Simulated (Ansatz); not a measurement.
# Al(H2O)H3 (AlH₅O): geometry, orbitals and charge

Aim: characterise Al(H2O)H3 (AlH₅O) as a singlet: its structure, frontier levels and distribution of charge.

The runs use Ansatz 0.2.0, Gaussian basis; RKS PBE0-D4/def2-TZVP.

Plan: relaxation at PBE-D4/def2-TZVP; a single point at PBE0-D4/def2-TZVP.

## (1) Starting geometry

7 atoms, charge 0, spin multiplicity 1.

Atoms are counted from 1 here; the program's logs count them from 0.

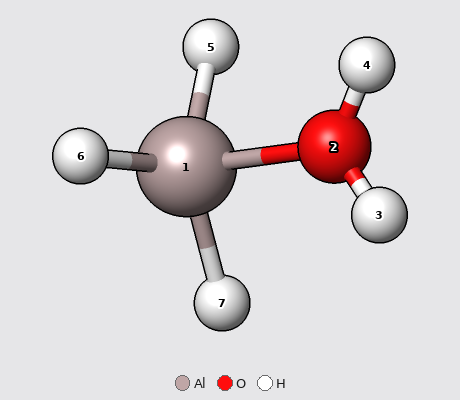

The starting geometry (aluminium light grey, oxygen red, hydrogen white); atoms are numbered from 1 in the order of the file.

The start is a GFN2-xTB geometry.

## (2) Optimising with PBE-D4/def2-TZVP

Input file in.yaml:

```yaml
crystal:
  periodic: [false, false, false]
  atoms:
    - {symbol: Al, position_ang: [0.038170, -0.063310, -0.878000]}
    - {symbol: O, position_ang: [-0.024940, 0.038110, 1.009060]}
    - {symbol: H, position_ang: [-0.734700, -0.319470, 1.555830]}
    - {symbol: H, position_ang: [0.587960, 0.568180, 1.531290]}
    - {symbol: H, position_ang: [1.607200, -0.040110, -0.978390]}
    - {symbol: H, position_ang: [-0.735740, 1.245780, -1.269530]}
    - {symbol: H, position_ang: [-0.737950, -1.429180, -0.970260]}
basis:
  gaussian: {orbitals: def2-TZVP}
hamiltonian: {xc: pbe, dispersion: d4}
scf: {omitted_lower_state_checks: [starts]}
output: {orbitals: {seedname: orbitals}}
relax: {f_tol: 0.02, max_steps: 100}
```

The run is started by

```sh
$ ansatz run in.yaml --threads 4 --pin off --events-out ev --progress --plain --max-ram 3916MiB
```

Standard output (excerpt; [...] marks lines left out):

```text
Functional definition: PBE
  name "PBE"
  cite "Perdew, Burke & Ernzerhof, Phys. Rev. Lett. 77, 3865 (1996) doi:10.1103/PhysRevLett.77.3865"
  parent pbe
[...]
630 factors; their error is unknown
[...]
mean field -8720.00216583 eV, -320.4541689646 hartree, gradient 3.0e-5 eV, S^2 0.000000; 0 other end points of the search recorded, 0 dependent functions left out
[...]
reference -8720.00220944 eV, -320.4541705670 hartree; 13, 13 occupied and 85, 85 virtual orbitals, 630 factors
relax step   1: F+E_penalty+E_count = -8720.07659462 eV  Δ(F+E_penalty+E_count) = +0.000e0 eV  max|allowed force component| = 7.935e-1 eV/Å  Δτ_max = 0.0000 Å  (22 SCF iters, accepted)
[...]
relax step   6: F+E_penalty+E_count = -8720.22794316 eV  Δ(F+E_penalty+E_count) = -2.611e-3 eV  max|allowed force component| = 2.930e-2 eV/Å  Δτ_max = 0.0308 Å  (27 SCF iters, accepted)
[...]
relax step  11: F+E_penalty+E_count = -8720.19013743 eV  Δ(F+E_penalty+E_count) = +3.887e-2 eV  max|allowed force component| = 1.143e0 eV/Å  Δτ_max = 0.1990 Å  (25 SCF iters, rejected (line search))
[...]
relax step  16: F+E_penalty+E_count = -8720.23303713 eV  Δ(F+E_penalty+E_count) = -6.076e-4 eV  max|allowed force component| = 1.046e-1 eV/Å  Δτ_max = 0.0458 Å  (26 SCF iters, accepted)
[...]
relax step  20: F+E_penalty+E_count = -8720.23555003 eV  Δ(F+E_penalty+E_count) = -1.348e-3 eV  max|allowed force component| = 8.563e-2 eV/Å  Δτ_max = 0.0259 Å  (26 SCF iters, accepted)
[...]
relax step  21: F+E_penalty+E_count = -8720.23720173 eV  Δ(F+E_penalty+E_count) = -1.652e-3 eV  max|allowed force component| = 5.176e-3 eV/Å  Δτ_max = 0.0605 Å  (27 SCF iters, accepted)
[...]
630 factors; their error is unknown
[...]
mean field -8720.16438748 eV, -320.4601305003 hartree, gradient 1.4e-5 eV, S^2 0.000000; 0 other end points of the search recorded, 0 dependent functions left out
[...]
reference -8720.16443086 eV, -320.4601320942 hartree; 13, 13 occupied and 85, 85 virtual orbitals, 630 factors
Total energy: -8720.23724510 eV, -320.4628079684 hartree
Atom 0 at     0.117647    -0.077610    -0.886246 Å, force     0.000713    -0.000070    -0.003493 eV/Å
Atom 1 at     0.174979     0.000118     1.174634 Å, force    -0.000919     0.001823     0.003115 eV/Å
Atom 2 at    -0.532014    -0.576350     1.518853 Å, force     0.004820    -0.002377    -0.000211 eV/Å
Atom 3 at    -0.015119     0.900851     1.494928 Å, force    -0.005176     0.000395    -0.002331 eV/Å
Atom 4 at     1.659872    -0.258490    -1.272715 Å, force    -0.000192    -0.002114    -0.000520 eV/Å
Atom 5 at    -0.551213     1.373369    -1.097758 Å, force     0.001796     0.001255     0.002098 eV/Å
Atom 6 at    -0.854154    -1.361888    -0.931696 Å, force    -0.001042     0.001088     0.001343 eV/Å
Dipole moment:    -0.246442     0.131249     0.875079 e Å
Checks for a lower state left out: starts
```

Run time: 13 s. Hardware: 4 threads of Arm Neoverse V1, shared host.

Along the way: (the energy doesn't fall at every step)

| step | energy from step 1 (eV) | largest force component (eV/Å) |
| --- | --- | --- |
| 1 | 0.0000 | 0.7935 |
| 2 | -0.0781 | 0.8058 |
| 3 | -0.1130 | 0.4720 |
| 4 | -0.1487 | 0.1250 |
| 5 | -0.1442 | 0.2822 |
| 6 | -0.1513 | 0.0293 |
| 7 | -0.1517 | 0.0132 |
| 8 | -0.1517 | 0.0450 |
| 9 | -0.1519 | 0.0341 |
| 10 | -0.1524 | 0.0107 |
| 11 | -0.1135 | 1.1431 |
| 12 | -0.1526 | 0.0363 |
| 13 | -0.1530 | 0.1578 |
| 14 | -0.1537 | 0.1408 |
| 15 | -0.1558 | 0.0161 |
| 16 | -0.1564 | 0.1046 |
| 17 | -0.1561 | 0.3164 |
| 18 | -0.1575 | 0.0440 |
| 19 | -0.1576 | 0.3068 |
| 20 | -0.1590 | 0.0856 |
| 21 | -0.1606 | 0.0052 |

The force was under the threshold of 0.02 eV/Å already at step 7, but the program went on to step 21.

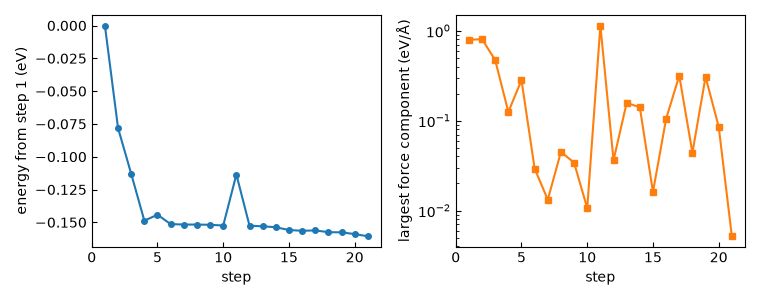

Energy and largest force along the relaxation.

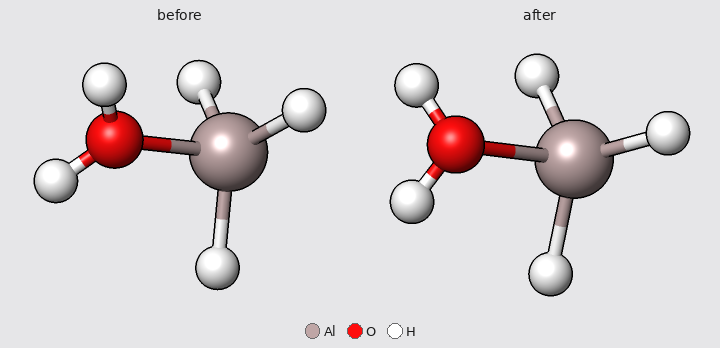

Before and after, at one scale.

Close pairs (by a distance rule), those that changed most:

| bond | before (Å) | after (Å) | change (Å) |
| --- | --- | --- | --- |
| Al1–O2 | 1.891 | 2.063 | +0.172 |
| Al1–H6 | 1.570 | 1.612 | +0.041 |
| Al1–H7 | 1.574 | 1.611 | +0.037 |
| Al1–H5 | 1.572 | 1.600 | +0.028 |
| O2–H4 | 0.964 | 0.975 | +0.011 |
| O2–H3 | 0.965 | 0.975 | +0.010 |

Bonds by kind at the end (by distance):

| bond | count | shortest (Å) | longest (Å) |
| --- | --- | --- | --- |
| Al–O | 1 | 2.063 | 2.063 |
| Al–H | 3 | 1.600 | 1.612 |
| H–O | 2 | 0.975 | 0.975 |

## (3) Single point, PBE0-D4/def2-TZVP

start.molden holds the orbitals of an earlier run on this state, given as this run's starting guess.

Input file in.yaml:

```yaml
crystal:
  periodic: [false, false, false]
  atoms:
    - {symbol: Al, position_ang: [0.117647, -0.077610, -0.886246]}
    - {symbol: O, position_ang: [0.174979, 0.000118, 1.174634]}
    - {symbol: H, position_ang: [-0.532014, -0.576350, 1.518853]}
    - {symbol: H, position_ang: [-0.015119, 0.900851, 1.494928]}
    - {symbol: H, position_ang: [1.659872, -0.258490, -1.272715]}
    - {symbol: H, position_ang: [-0.551213, 1.373369, -1.097758]}
    - {symbol: H, position_ang: [-0.854154, -1.361888, -0.931696]}
basis:
  gaussian: {orbitals: def2-TZVP, initial_orbitals: start.molden}
hamiltonian: {xc: pbe0, dispersion: d4}
output: {forces: true, orbitals: {seedname: orbitals}}
```

Launched as before.

Standard output (excerpt; [...] marks lines left out):

```text
Functional definition: PBE0
  name "PBE0"
  cite "Adamo & Barone, J. Chem. Phys. 110, 6158 (1999) doi:10.1063/1.478522"
  cite "Perdew, Burke & Ernzerhof, Phys. Rev. Lett. 77, 3865 (1996) doi:10.1103/PhysRevLett.77.3865"
  parent pbe
[...]
650 factors; their error is unknown
[...]
mean field -8720.96942452 eV, -320.4897150656 hartree, gradient 1.3e-5 eV, S^2 0.000000; 1 other end points of the search recorded, 0 dependent functions left out
[...]
reference -8720.96945679 eV, -320.4897162515 hartree; 13, 13 occupied and 85, 85 virtual orbitals, 650 factors
Total energy: -8721.02994782 eV, -320.4919392560 hartree
Atom 0 at     0.117647    -0.077610    -0.886246 Å, force     0.013330    -0.003513     0.111932 eV/Å
Atom 1 at     0.174979     0.000118     1.174634 Å, force    -0.532770     0.190295     0.194540 eV/Å
Atom 2 at    -0.532014    -0.576350     1.518853 Å, force     0.403187     0.301564    -0.179662 eV/Å
Atom 3 at    -0.015119     0.900851     1.494928 Å, force     0.114719    -0.492400    -0.172299 eV/Å
Atom 4 at     1.659872    -0.258490    -1.272715 Å, force    -0.116943     0.012136     0.025496 eV/Å
Atom 5 at    -0.551213     1.373369    -1.097758 Å, force     0.049725    -0.106233     0.019174 eV/Å
Atom 6 at    -0.854154    -1.361888    -0.931696 Å, force     0.068752     0.098151     0.000819 eV/Å
Dipole moment:    -0.253903     0.134425     0.881273 e Å
```

It took 1.1 s on 4 threads of Arm Neoverse V1, shared host.

HOMO -7.61 eV, LUMO -0.77 eV.

Mulliken charges, from this run's orbitals:

| atom | value (e) |
| --- | --- |
| Al1 | 0.21 |
| O2 | -0.51 |
| H3 | 0.38 |
| H4 | 0.37 |
| H5 | -0.14 |
| H6 | -0.16 |
| H7 | -0.16 |

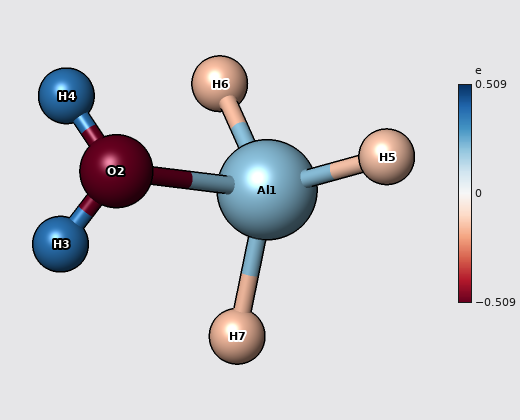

Mulliken charges, from this run's orbitals, as colours on the atoms.

Largest Mayer bond orders: Al1–H5 0.95; Al1–H6 0.94; Al1–H7 0.94; O2–H4 0.86; O2–H3 0.86; Al1–O2 0.39.

Orbitals, density, ELF and potential are computed afterwards from the orbital file.

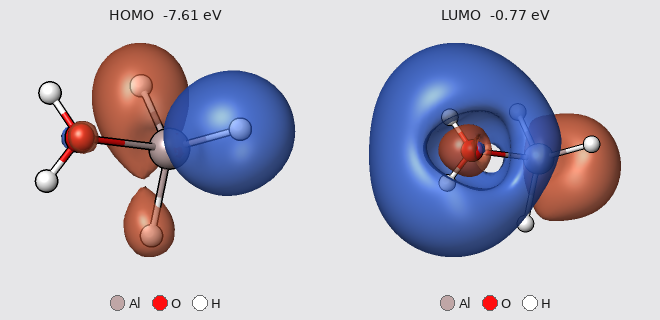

PBE0-D4/def2-TZVP orbitals near the gap, drawn at the value that encloses 70 % of each; the two colours are the two signs.

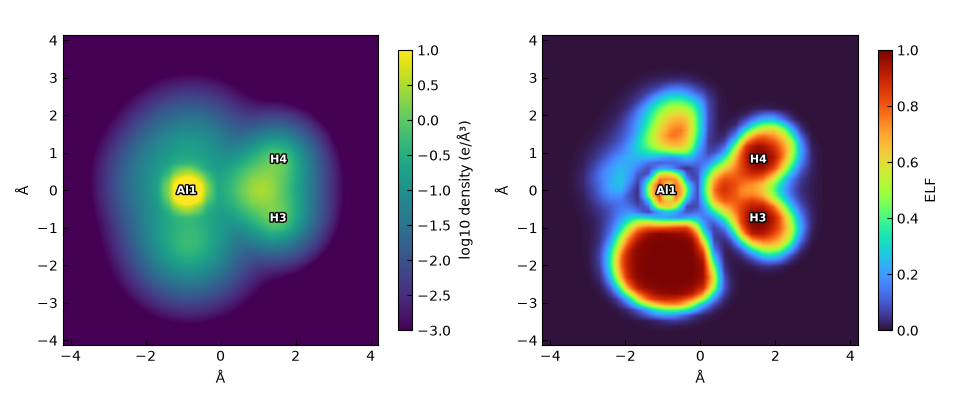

Density (left) and ELF (right) in a plane through or near 3 of the atoms.

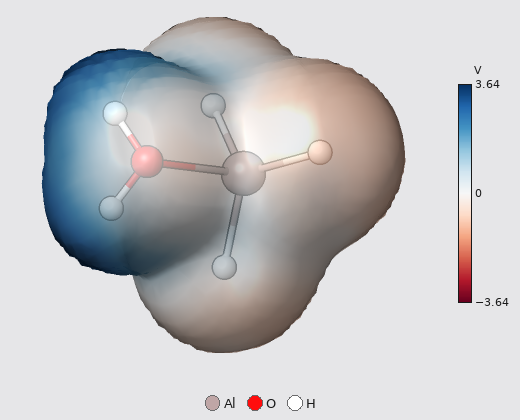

The potential that a unit positive charge feels on the 0.002 e/bohr³ surface, from -1.04 to 3.64 V.

## (4) Summary of results

| quantity | value |
| --- | --- |
| point group | C1 |
| commonest bond, hydrogen aside | Al–O, 1 of mean length 2.063 Å |
| HOMO, LUMO at PBE0-D4/def2-TZVP | -7.61, -0.77 eV |
| dipole at PBE-D4/def2-TZVP | 4.41 D |

In words: The molecule keeps its bonding pattern by the stored test; the atoms moved 0.36 Å (rms), and the angle Al1–O2–H3 went from 125° to 108°. No usable vibrations, so a minimum isn't proven. The HOMO lies nearest to H5 55 %; H6 26 % and the LUMO to H3, H4 about 29 % each; O2 12 %. The point group is read from a loosely relaxed geometry; soft torsions can leave it below the true symmetry.
